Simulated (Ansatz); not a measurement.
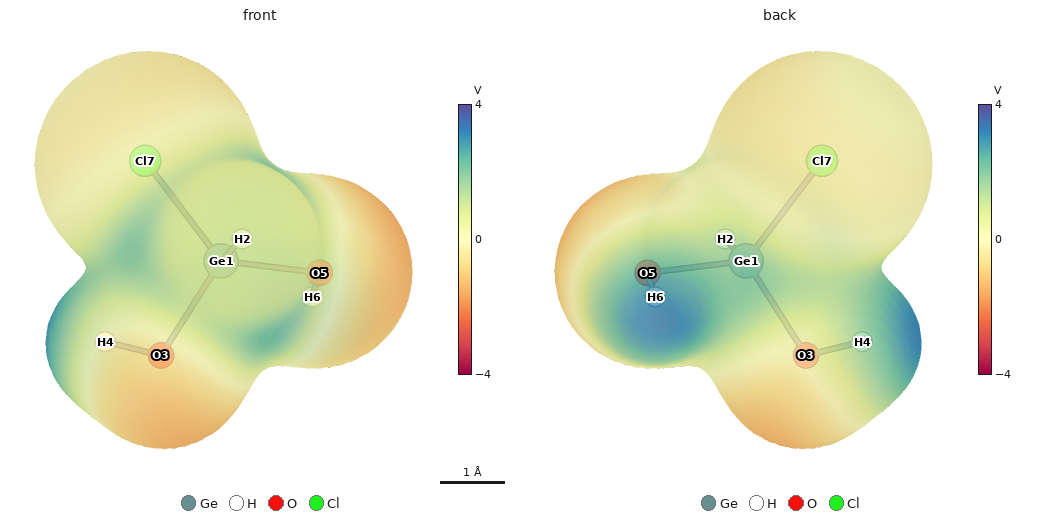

Figure 1: ClGeH3O2. The molecular electrostatic potential painted on the density surface at 0.004 e/bohr³, seen from the front and from behind; the colour scale runs from red (negative) to blue (positive).

Computed with Ansatz 0.2.0, RKS PBE/def2-SVP.

The calculation's input:

```
crystal:
  periodic: [false, false, false]
  atoms:
    - { symbol: Ge, position_ang: [0.0, 0.0, 0.0] }
    - { symbol: H, position_ang: [0.0, 0.0, 1.55] }
    - { symbol: O, position_ang: [1.6691, 0.0, -0.5894] }
    - { symbol: H, position_ang: [1.9855, -0.9521, -0.7061] }
    - { symbol: O, position_ang: [-0.8337, 1.4443, -0.5894] }
    - { symbol: H, position_ang: [-1.7915, 1.2136, -0.8118] }
    - { symbol: Cl, position_ang: [-1.0456, -1.8115, -0.7393] }
basis:
  gaussian: { orbitals: def2-SVP }
hamiltonian:
  xc: pbe
relax:
  f_tol: 0.02
  max_steps: 40
output:
  orbitals: {}
```

Run with:

```sh
ansatz run input.yaml --threads 1 --pin off --max-ram 2048MiB --backend cpu --events-out ev --progress --plain --runs-dir out
```

The fields are those of the run's last geometry, not of the input's.

Question: Which sites attract a positive test charge, and which a negative one?

Answer: A positive charge is drawn to the negative regions and a negative charge to the positive ones. The most negative region (about −1.4 V) lies over O3 and O5, the most positive (about +3.3 V) over H4 and H6. Cl7 shows a σ-hole: about +0.1 V at the tip opposite its bond, against about −0.3 V on its flanks.
